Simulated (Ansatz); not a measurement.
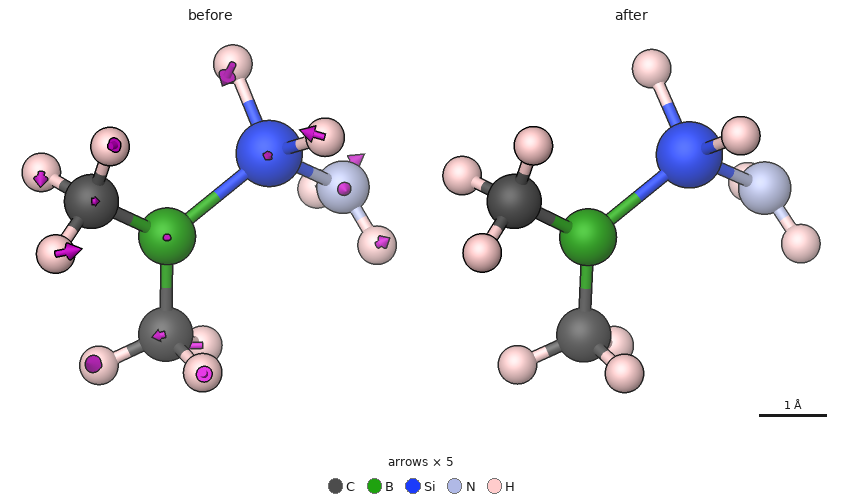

The structure of C$_{2}$H$_{10}$BNSi before (left) and after (right) a relaxation, at one scale. The purple arrows give the displacements, magnified 5 times.

The picture is a ball-and-stick view, seen at a tilt.

The start comes from PBE-D4/def2-SVP.

Level of theory: RKS PBE0-D4/def2-TZVP (Ansatz 0.2.0). (force threshold 0.005 eV/Å; at most 150 steps)

> What changed between the two?

The largest move after the best rigid fit is that of an H atom, 0.18 Å. By element the largest moves are H 0.18 Å, N 0.05 Å, C 0.05 Å, Si 0.03 Å, B 0.02 Å. Among the contacts that change: N–Si 1.768 → 1.734 Å, H–Si 1.514 → 1.495 Å, H–N 1.025 → 1.008 Å, C–H 1.120 → 1.103 Å. Among the angles between lasting bonds that change: Si–N–H 116.4° → 119.7°, Si–N–H 116.0° → 118.9°. The energy falls by 6.18 kJ/mol in 13 geometry steps. The largest force component goes from 0.64 to 0.0029 eV/Å.
